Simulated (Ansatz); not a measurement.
# CsPbBr3 (Pm-3m): G0W0 under other settings

A base run on CsPbBr3 (Pm-3m), then changed inputs.

Program: Ansatz 0.2.0. Level of theory: G0W0 on PBE, plane waves, PAW; PAW set soft_1. Results are calculated unless marked as measured.

### 1. The starting structure

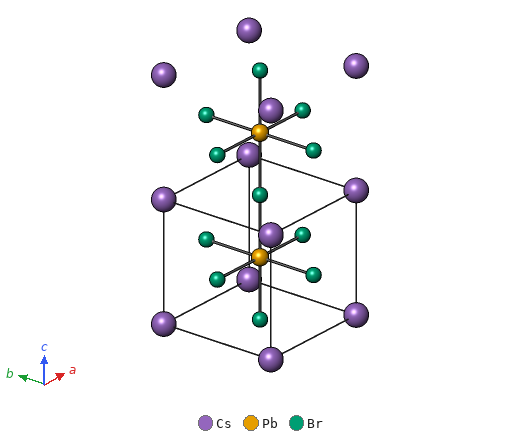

The cell as given, from a free direction (caesium purple, lead orange, bromine teal). 1×1×2 cells are drawn. Some periodic images of atoms are drawn too.

The cell and positions come from the Crystallography Open Database and are kept as given unless a step says otherwise. Spin-orbit coupling is left out unless a step names it.

### 2. The base run: 2×2×2 mesh, 473 empty bands, screening to 102 eV, PAW set soft_1 files

G0W0 replaces the xc potential by the self-energy, built once from these orbitals. Only a window of levels is corrected, while the sums run over the empty bands that the input names. This step takes PAW set soft_1 files.

The input, input.yaml:

```yaml
crystal:
  lattice:
    - [5.87, 0.0, 0.0]
    - [0.0, 5.87, 0.0]
    - [0.0, 0.0, 5.87]
  atoms:
    - { symbol: Cs, position: [0.0, 0.0, 0.0] }
    - { symbol: Pb, position: [0.5, 0.5, 0.5] }
    - { symbol: Br, position: [0.0, 0.5, 0.5] }
    - { symbol: Br, position: [0.5, 0.0, 0.5] }
    - { symbol: Br, position: [0.5, 0.5, 0.0] }
kpoints:
  mp_grid: { grid: [2, 2, 2] }
hamiltonian:
  xc: pbe
  pseudopotentials: { kind: paw, azcp: { folder: soft_1 } }
scf:
  occupations: { method: fixed }
gw:
  n_empty_bands: 473
  ecut_chi: 102
  qp_bands: [v2, c2]
  qp_kpoints: band_edges
  screening: { model: contour_deformation }
```

The run is started by

```sh
$ ansatz run input.yaml --threads 2 --pin off --max-ram 73728MiB --backend cuda --events-out ev --progress --plain --runs-dir out --devices 1 --max-vram 13GiB
```

Numbers of over 12 decimals in the logs are rounded to 6 here.

The program printed:

```text
GPUs: using 1 of 1 available (devices: 1).
Engine: ansatz 0.2.0, x86_64-unknown-linux-gnu
Pseudopotentials: kind: paw
Pseudopotential: Cs, paw, valence charge 9, recommended cutoff 420 eV (normal), soft_1/Cs.paw.azcp
Pseudopotential: Pb, paw, valence charge 14, recommended cutoff 420 eV (normal), soft_1/Pb.paw.azcp
Pseudopotential: Br, paw, valence charge 7, recommended cutoff 420 eV (normal), soft_1/Br.paw.azcp
Functional definition: PBE
  parameter kappa = 0.804
  parameter beta = 0.066725
  exchange = pbe_x(kappa = kappa, mu = beta*pi^2/3)
  correlation = pbe_c(beta = beta)
device memory: the entry about to start is reckoned to put 1.3 GiB on a device that reports 49.7 GiB free (of which the cap on the GPU budget leaves the run 13.0 GiB)
GPU FFT provider: cuFFT
GPU libraries: cuBLAS 13.8.2, cuFFT 12.4.0, cuSOLVER 12.3.4
Crystal: 5 atoms, lattice volume = 202.262 Å³
Basis set: ecut = 420 eV, 3911 PW (Γ)
Bands: 27, of which v1, the nominal top of the filled ones, is band 22 counted from 1 (21 counted from 0)
Symmetry: 48 space group operations
Space group: Pm-3m (ITA 221), of the structure as read, at distance tolerance 5.9e-5 Å
k-points: 4 of 8
Non-local potential: Cs, projectors of the file, l = 0: 3, l = 1: 2, l = 2: 2, l = 3: 2
Non-local potential: Pb, projectors of the file, l = 0: 2, l = 1: 2, l = 2: 2, l = 3: 1
Non-local potential: Br, projectors of the file, l = 0: 2, l = 1: 2, l = 2: 2
PAW form: soft (Blöchl's): semilocal exchange-correlation on the pseudo side does not see the compensation charge
PAW one-centre angular grid: Cs, 194 points (default); XC on 64 Gauss nodes
PAW one-centre angular grid: Pb, 590 points (default); XC on 64 Gauss nodes
PAW one-centre angular grid: Br, 110 points (default); XC on 64 Gauss nodes
Initial density: superposition of atomic densities (chi_scale 0.1, normalization cell, long waves kept (reshape's long-wave potential 0.00 eV rms))
Initial wavefunctions: pseudopotential atomic-orbital guess
GPU buffer pool allocated for 64000 grid points (all kernels)
GPU transforms: local potential and band sums: pruned to the plane-wave sphere, on 40×40×40
Functional: x = pbe(κ = 0.804, μ = 0.219515), c = pbe(β = 0.066725)
SCF iter   1: F=—  HF=-25936.158172 eV  |F-HF|=—  |Δ(HF+E_count)|=         —  Δρ=1.96e-2  dr2=2.06e0  ethr=3.10e-3  ⟨swp⟩=5.0  Hψ=445  notcnv=0  defer=7
preconditioner: auto → Resta (q_TF=auto, 2.116 Å⁻¹)  ε∞=2.9  [insulator: Δε(μ)=1.422 eV  Ē_g=12.156 eV  n_scr=26 (ndim 8)  ℏωp=16.9 eV  f_vac=0.010  ε∞_Penn≈2.9]
SCF iter   2: F=—  HF=-25935.478865 eV  |F-HF|=—  |Δ(HF+E_count)|=   6.79e-1  Δρ=1.05e-2  dr2=7.47e-1  ethr=3.10e-3  ⟨swp⟩=2.5  Hψ=155  notcnv=0  defer=8
[...]
NSCF: frozen V_eff on 4 k-points
G₀W₀ screening: q 1/4
[... further progress lines ...]
SCF converged after 7 iterations
Free energy (F): -25935.132882 eV
Harris-Foulkes:  -25935.132881 eV  (|F-HF|=9.31e-8)
Internal energy: -25935.132882 eV  (E = F + TS)
E sigma→0 (E₀):  -25935.132882 eV
Fermi energy:    3.888631 eV
--- Per-component energies (eV) ---
  E_band       = -237.689042
  E_kinetic    = 833.501672
  E_local      = -2554.374304  (includes V_loc(G=0)·N_el)
  E_nonlocal   = 482.081697
  E_hartree    = 945.707243
  E_xc         = -979.681113
  E_vxc        = -606.187991  (∫ρ·V_xc dr)
  E_paw        = -22389.622392  (= ΣΔE_a)
  E_vpaw       = -284.120219  (= ΣTr[D̂ρ^β])
  E_aug_tail   = -0.000013  (compensation charges beyond the density's cutoff)
  E_ewald      = -2272.745672
  E_smearing   = -0.000000  (= −TS)
  E_closure    = 0.000000  (closes the sum)
  Σ components = -25935.132882   (vs F -25935.132882, Δ=0.00e0)
--- Band table (eV) ---
  k-point 0: bands = [... 18 lower, 1.7634, 1.8836, 1.8836, 1.8836, 6.9023, 7.9932, 7.9932, 8.7315, ... 1 higher]
  k-point 1: bands = [... 18 lower, 1.6322, 1.7740, 1.7740, 2.4733, 6.3976, 8.3534, 8.9608, 9.0202, ... 1 higher]
  k-point 2: bands = [... 18 lower, 1.5384, 1.6536, 2.2451, 3.1923, 5.9121, 5.9121, 8.7388, 9.0595, ... 1 higher]
  k-point 3: bands = [... 18 lower, 2.2572, 2.2572, 2.2572, 3.8886, 5.3596, 5.3596, 5.3596, 8.3881, ... 1 higher]
--- G₀W₀: contour deformation, 6 samples at zero and on the imaginary axis and 1 off it, 8 q-points, 473 empty bands' worth ---
  eigenvalues of the whole cell's RPA ε∞ on this k-mesh (on a slab, of 1 + 4πα/V) = 11.7897, 11.7897, 11.7897; static W/v taken at q = 0 is 0.084820
  bands read: the sum over 495 bands ends inside a degenerate multiplet in 2 slots, whose members it reads at an even weight; the widest, k=3: bands 494 to 496 (counted from 1) at 2/3 each
  gw.qp_kpoints: band_edges: 4 of 4 stored k-points solved, in 1 pass; an edge of the gap read off the rows below is read off those points alone
    ik  band        ε_KS         Σx   Σc(E_QP)       V_xc       Z   E_QP_lin       E_QP  E_QP is
     0    21      1.8836   -19.2923     2.9505   -15.4139  0.7226     0.9122     0.9558  root
     0    22      1.8836   -19.2923     2.9505   -15.4139  0.7226     0.9122     0.9558  root
     0    23      6.9023    -3.6721    -3.5474    -7.2416  0.7911     6.9244     6.9244  root
     0    24      7.9932    -3.3598    -3.5429    -7.0405  0.7898     8.1316     8.1310  root
     1    21      1.7740   -18.9929     2.9942   -15.0433  0.7213     0.7708     0.8186  root
     1    22      2.4733   -20.0215     2.3199   -16.9449  0.7342     1.6919     1.7166  root
     1    23      6.3976    -9.0286    -3.8455   -13.2691  0.7541     6.7981     6.7926  root
     1    24      8.3534    -4.6175    -3.6509    -8.4539  0.7825     8.5399     8.5388  root
[...]
3    21      2.2572   -19.6128     2.9211   -15.7572  0.7256     1.2794     1.3227  root
     3    22      3.8886   -19.9113     1.5823   -17.7277  0.7495     3.2743     3.2873  root
     3    23      5.3596    -7.7412    -3.6658   -11.6948  0.7664     5.6500     5.6474  root
     3    24      5.3596    -7.7412    -3.6658   -11.6948  0.7664     5.6500     5.6474  root
```

It took 6.3 s on 1 × NVIDIA H100 80GB HBM3 (shared by 6 runs) with 2 threads of AMD EPYC 7R13 (Zen 3), shared host; peak memory 1.4 GiB; 6.2 s of CPU time.

This step gave:

| Property | Result |
| --- | --- |
| bands summed | 495 |
| RPA ε∞ on this mesh (eigenvalues) | 11.79, 11.79, 11.79 |
| plane waves in the screening matrix | 461 |
| q-points in the mesh | 8 |
| G0W0 gap on the mesh | 2.360 eV |
| k of the valence top | -0.5, -0.5, -0.5 |
| k of the conduction bottom | -0.5, -0.5, -0.5 |
| starting gap on the mesh | 1.471 eV |
| Z at the valence top | 0.7495 |
| Z at the conduction bottom | 0.7664 |
| least direct G0W0 gap on the computed points | 2.360 eV |

The gap on the mesh goes from 1.47 eV to 2.36 eV, a correction of +0.89 eV. Between the two edge states, bare exchange in place of the xc potential would open the gap by 6.14 eV, and correlation takes back 5.25 eV.

### 3. Variant: larger pair-density box

Edit input.yaml of step 2 so:

```diff
@@ -19,4 +19,4 @@
 gw:
-  n_empty_bands: 473
-  ecut_chi: 102
+  n_empty_bands: 459
+  ecut_chi: 100
   qp_bands: [v2, c2]
@@ -24 +24,2 @@
   screening: { model: contour_deformation }
+  ecutfock_ratio: 2
```

The program printed:

```text
GPUs: using 1 of 1 available (devices: 1).
[...]
GPU FFT provider: cuFFT
GPU libraries: cuBLAS 13.8.2, cuFFT 12.4.0, cuSOLVER 12.3.4
Crystal: 5 atoms, lattice volume = 202.262 Å³
Basis set: ecut = 420 eV, 3911 PW (Γ)
Bands: 27, of which v1, the nominal top of the filled ones, is band 22 counted from 1 (21 counted from 0)
Symmetry: 48 space group operations
[...]
k-points: 4 of 8
[...]
GPU buffer pool allocated for 64000 grid points (all kernels)
[...]
SCF iter   1: F=—  HF=-25936.158172 eV  |F-HF|=—  |Δ(HF+E_count)|=         —  Δρ=1.96e-2  dr2=2.06e0  ethr=3.10e-3  ⟨swp⟩=5.0  Hψ=445  notcnv=0  defer=7
[...]
SCF iter   7: F=-25935.132882 eV  HF=-25935.132881 eV  |F-HF|=9.31e-8  |Δ(HF+E_count)|=   3.54e-6  Δρ=5.70e-6  dr2=9.68e-8  ethr=2.27e-10  ⟨swp⟩=11.0  Hψ=585  notcnv=0
SCF 1 converged in 7 iterations: F = -25935.132882 eV  dr2 = 9.68e-8
[...]
NSCF: frozen V_eff on 4 k-points
[...]
G₀W₀ screening: q 1/4
[... further progress lines ...]
SCF converged after 7 iterations
Free energy (F): -25935.132882 eV
[...]
Internal energy: -25935.132882 eV  (E = F + TS)
E sigma→0 (E₀):  -25935.132882 eV
Fermi energy:    3.888631 eV
[...]
--- Band table (eV) ---
  k-point 0: bands = [... 18 lower, 1.7634, 1.8836, 1.8836, 1.8836, 6.9023, 7.9932, 7.9932, 8.7315, ... 1 higher]
  k-point 1: bands = [... 18 lower, 1.6322, 1.7740, 1.7740, 2.4733, 6.3976, 8.3534, 8.9608, 9.0202, ... 1 higher]
  k-point 2: bands = [... 18 lower, 1.5384, 1.6536, 2.2451, 3.1923, 5.9121, 5.9121, 8.7388, 9.0595, ... 1 higher]
  k-point 3: bands = [... 18 lower, 2.2572, 2.2572, 2.2572, 3.8886, 5.3596, 5.3596, 5.3596, 8.3881, ... 1 higher]
[...]
0    21      1.8836   -19.2923     2.9569   -15.4139  0.7227     0.9194     0.9622  root
     0    22      1.8836   -19.2923     2.9569   -15.4139  0.7227     0.9194     0.9622  root
     0    23      6.9023    -3.6721    -3.5452    -7.2416  0.7911     6.9266     6.9266  root
     0    24      7.9932    -3.3598    -3.5405    -7.0405  0.7898     8.1341     8.1335  root
     1    21      1.7740   -18.9929     3.0003   -15.0433  0.7213     0.7778     0.8247  root
     1    22      2.4733   -20.0215     2.3270   -16.9449  0.7342     1.6997     1.7238  root
     1    23      6.3976    -9.0286    -3.8403   -13.2691  0.7541     6.8034     6.7977  root
     1    24      8.3534    -4.6175    -3.6480    -8.4539  0.7826     8.5429     8.5418  root
[...]
3    21      2.2572   -19.6128     2.9277   -15.7572  0.7257     1.2868     1.3293  root
     3    22      3.8886   -19.9113     1.5900   -17.7277  0.7495     3.2824     3.2950  root
     3    23      5.3596    -7.7412    -3.6614   -11.6948  0.7665     5.6545     5.6518  root
     3    24      5.3596    -7.7412    -3.6614   -11.6948  0.7665     5.6545     5.6518  root
```

Wall time 6.1 s (1 × NVIDIA H100 80GB HBM3 (shared by 6 runs) with 2 threads); peak memory 1.4 GiB.

The G0W0 gap on the mesh is 2.357 eV.

Against the base:

```tsv
setting	base	variant
empty bands	473	459
screening cutoff (eV)	102	100
ecutfock ratio	-	2
```

```tsv
quantity	variant	base
starting gap on the mesh	1.471	1.471
G0W0 gap on the mesh	2.357	2.360
least direct G0W0 gap on the computed points	2.357	2.360
Z at the valence top	0.750	0.749
Z at the conduction bottom	0.766	0.766
```

### 4. Variant: norm-conserving files, smooth pair densities

This step: G0W0 on PBE, plane waves, norm-conserving pseudopotentials.

input.yaml, the sections that differ from step 3:

```yaml
hamiltonian:
  xc: pbe
  pseudopotentials: { kind: nc }
gw:
  n_empty_bands: 328
  ecut_chi: 80
  qp_bands: [v2, c2]
  qp_kpoints: band_edges
  screening: { model: contour_deformation }
  pair_densities: pseudo
# crystal, kpoints, scf: as in step 3
```

The program printed:

```text
GPUs: using 1 of 1 available (devices: 1).
[...]
GPU FFT provider: cuFFT
GPU libraries: cuBLAS 13.8.2, cuFFT 12.4.0, cuSOLVER 12.3.4
Crystal: 5 atoms, lattice volume = 202.262 Å³
Basis set: ecut = 850 eV, 11363 PW (Γ)
Bands: 27, of which v1, the nominal top of the filled ones, is band 22 counted from 1 (21 counted from 0)
Symmetry: 48 space group operations
[...]
k-points: 4 of 8
[...]
GPU buffer pool allocated for 216000 grid points (all kernels)
[...]
SCF iter   1: F=—  HF=-4143.095168 eV  |F-HF|=—  |Δ(HF+E_count)|=         —  Δρ=1.90e-2  dr2=2.22e0  ethr=3.10e-3  ⟨swp⟩=5.0  Hψ=474  notcnv=0  defer=8
[...]
SCF iter   7: F=-4141.955571 eV  HF=-4141.955571 eV  |F-HF|=3.28e-8  |Δ(HF+E_count)|=   6.91e-7  Δρ=4.01e-6  dr2=2.74e-8  ethr=2.27e-10  ⟨swp⟩=12.5  Hψ=581  notcnv=0
SCF 1 converged in 7 iterations: F = -4141.955571 eV  dr2 = 2.74e-8
[...]
G₀W₀ screening: q 1/4
[... further progress lines ...]
SCF converged after 7 iterations
Free energy (F): -4141.955571 eV
[...]
Internal energy: -4141.955571 eV  (E = F + TS)
E sigma→0 (E₀):  -4141.955571 eV
Fermi energy:    3.919230 eV
[...]
--- Band table (eV) ---
  k-point 0: bands = [... 18 lower, 1.7998, 1.9195, 1.9195, 1.9195, 6.9375, 8.0319, 8.0319, 8.7717, ... 1 higher]
  k-point 1: bands = [... 18 lower, 1.6686, 1.8100, 1.8100, 2.5064, 6.4183, 8.3897, 8.9979, 9.0597, ... 1 higher]
  k-point 2: bands = [... 18 lower, 1.5751, 1.6888, 2.2815, 3.2240, 5.9345, 5.9345, 8.7625, 9.0994, ... 1 higher]
  k-point 3: bands = [... 18 lower, 2.2936, 2.2936, 2.2936, 3.9192, 5.3835, 5.3835, 5.3835, 8.4247, ... 1 higher]
[...]
0    21      1.9195   -16.4905     3.0306   -12.6007  0.7232     1.0242     1.0603  root
     0    22      1.9195   -16.4905     3.0306   -12.6007  0.7232     1.0242     1.0603  root
     0    23      6.9375    -2.5461    -3.5344    -6.0543  0.7912     6.9114     6.9114  root
     0    24      8.0319    -2.7275    -3.5136    -6.3471  0.7893     8.1382     8.1379  root
     1    21      1.8100   -16.3173     3.0707   -12.3593  0.7219     0.8833     0.9228  root
     1    22      2.5064   -16.6072     2.3723   -13.5167  0.7346     1.7662     1.7882  root
     1    23      6.4183    -7.4658    -3.1987   -10.8249  0.7531     6.5795     6.5787  root
     1    24      8.3897    -3.2737    -3.6153    -7.0321  0.7824     8.5334     8.5327  root
[...]
3    21      2.2936   -16.6830     2.9990   -12.8238  0.7263     1.3982     1.4334  root
     3    22      3.9192   -16.4157     1.6857   -13.9552  0.7494     3.1202     3.1444  root
     3    23      5.3835    -6.5278    -3.1193    -9.7316  0.7656     5.4681     5.4678  root
     3    24      5.3835    -6.5278    -3.1193    -9.7316  0.7656     5.4681     5.4678  root
```

The job ended after 7.2 s (1 × NVIDIA H100 80GB HBM3 (shared by 6 runs) with 2 threads; peak memory 1.5 GiB; 7.1 s of CPU time).

The G0W0 gap on the mesh is 2.323 eV.

Against the base:

```tsv
setting	base	variant
files	PAW set soft_1	norm-conserving
empty bands	473	328
screening cutoff (eV)	102	80
pair densities	-	pseudo
```

```tsv
quantity	variant	base
starting gap on the mesh	1.464	1.471
G0W0 gap on the mesh	2.323	2.360
least direct G0W0 gap on the computed points	2.323	2.360
Z at the valence top	0.749	0.749
Z at the conduction bottom	0.766	0.766
```

### 5. Results

* base: 2.36 eV, 6.3 s
* larger pair-density box: 2.36 eV, 6.1 s
* norm-conserving files, smooth pair densities: 2.32 eV, 7.2 s

**Reading.** Larger pair-density box: the gap moves by −0.003 eV. The variant differs from the base in empty bands, screening cutoff and ecutfock ratio together, so the change can't be laid to one of them. Norm-conserving files, smooth pair densities: the gap moves by −0.04 eV (the plane-wave cutoff goes from 420 to 850 eV). The variant differs from the base in files, empty bands, screening cutoff and pair densities together, so the change can't be laid to one of them. All runs here use a coarse mesh and modest cutoffs; they test settings and are not final values. The 2×2×2 mesh is coarse for this cell (its supercell is 12 Å along the shortest edge). The RPA ε∞ on it, from the PBE start, is 11.79; such meshes misread the long-range screening, most where the gap is narrow. Where an edge is built on 6p states of lead, bismuth or thallium, scalar-relativistic gaps usually stand too wide, by a few tenths to over one eV. This is the ideal cubic cell; many perovskites, halides above all, are cubic only on average, and local tilts or off-centring can widen the gap. The many-body steps are scalar-relativistic: spin-orbit coupling is not in them.

[Paths, hosts, dates, memory and timing lines, banners, echoed tables and standing remarks are left out of the program output.]

[Logs are printed without paths, hosts, clocks, repeated set-up lines and the standing remarks that a program may print on its own settings, such as how far it seeks lower states.]

[Runs of the session that timed out or met a known fault of the program may be left out.]

[Cells called generated may have been cut or substituted from an entry of the Crystallography Open Database or the Materials Project.]

[Hosts, paths, dates, database ids (printed as entryN), source tags and the programs' standing remarks are cut or masked in the printed files.]
